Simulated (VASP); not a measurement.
Band structure of SrNiF₆ (space group R-3m). All values below come from PBEsol GGA, VASP's PBE PAW potentials (set 64) (plane waves; VASP).

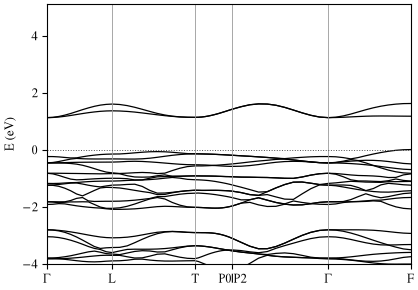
Figure: Bands along high-symmetry lines, zero at the valence-band maximum or, without a gap, the Fermi level

Question: Read the plot: is there a gap, and where are the band edges?

Answer: The gap is indirect, 1.12 eV, from the valence maximum at F to the conduction minimum at Γ.

The structure comes from a computed database's SrNiF6 entry; how it stands against other phases isn't given here. The cell was not relaxed at this level. The run is not spin-polarised, so no magnetic state was tried.
